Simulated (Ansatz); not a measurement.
**F$_{2}$HOSn (SMILES [O][SnH]([F])[F]) (doublet): density, localisation and related maps**

The calculation's input:

```
crystal:
  periodic: [false, false, false]
  atoms:
    - {symbol: O, position_ang: [-0.379185, -0.578586, 1.803903]}
    - {symbol: Sn, position_ang: [0.125346, -0.008276, -0.011289]}
    - {symbol: F, position_ang: [-0.809954, 1.602930, -0.367552]}
    - {symbol: F, position_ang: [-0.674349, -1.231975, -1.219873]}
    - {symbol: H, position_ang: [1.788142, 0.142308, -0.246590]}
basis:
  gaussian: {orbitals: def2-TZVPP}
magnetization: {spin_polarized: true, initial_magnetization: 1}
hamiltonian: {xc: pbe0, dispersion: d4}
output: {orbitals: {seedname: orbitals}}
```

Launched as:

```sh
ansatz run in.yaml --threads 4 --pin off --events-out ev --progress --plain --max-ram 10444MiB
```

Geometry: PBE0-D4/def2-TZVP; core potentials replace the inner electrons of Sn.

These are results of Ansatz 0.2.0, UKS PBE0-D4/def2-TZVPP, not measurements.

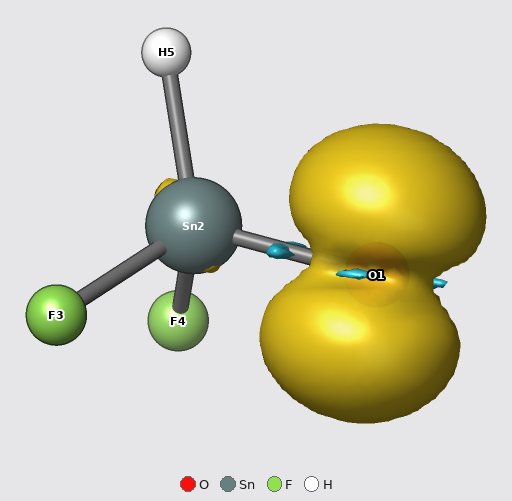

Figure 1. Isosurfaces of the spin density at +0.015 (yellow) and −0.015 e/Å³ (cyan), seen at a tilt.

Describe the spin distribution.

Answer. The unpaired spin (1 electron) lies mostly on O1 (about 0.9), in electrons by Hirshfeld's partition.

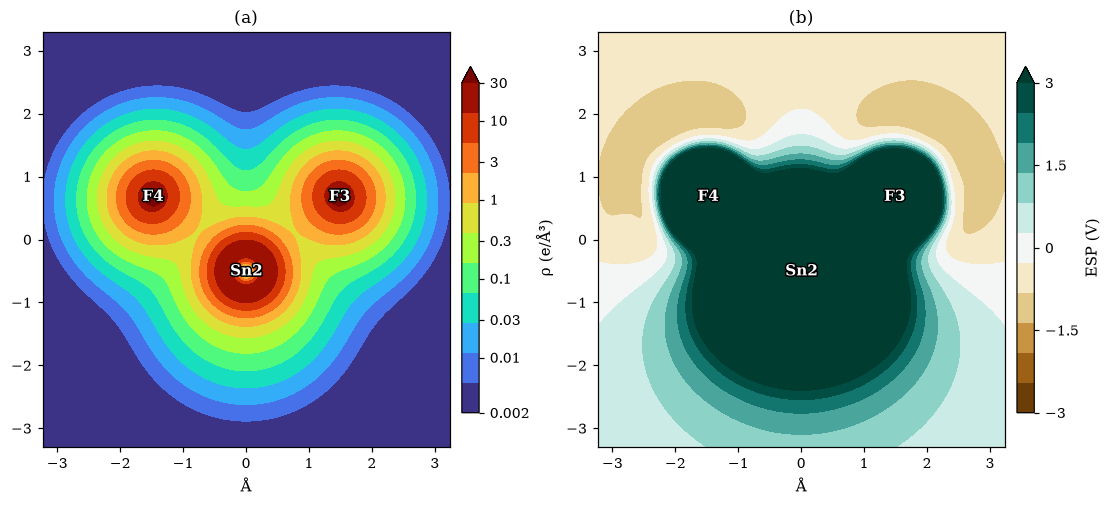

Figure 2. (a) electron density; (b) molecular electrostatic potential on the plane of atoms F3, Sn2 and F4.

Interpret the plot.

Answer. Atoms in the plane: Sn and F. Sn–F (1.90 Å): ρ is about 0.89 e/Å³ halfway. Outside the dense part of the molecule the potential is most negative (−1.2 V) near F3 and F4.

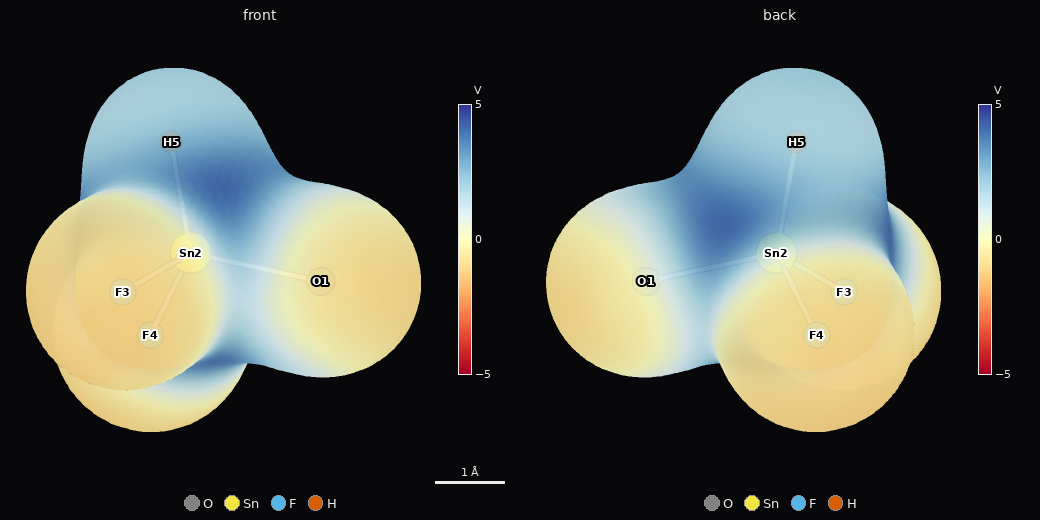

Figure 3. The molecular electrostatic potential painted on the density surface at 0.004 e/bohr³, seen from the front and from behind; the colour scale runs from red (negative) to blue (positive).

Which sites attract a positive test charge, and which a negative one?

Answer. A positive charge is drawn to the negative regions and a negative charge to the positive ones. The most negative region (about −1.2 V, or −28 kcal/mol for a unit charge) lies over F3 and F4, the most positive (about +4.2 V, or +97 kcal/mol for a unit charge) over Sn2.
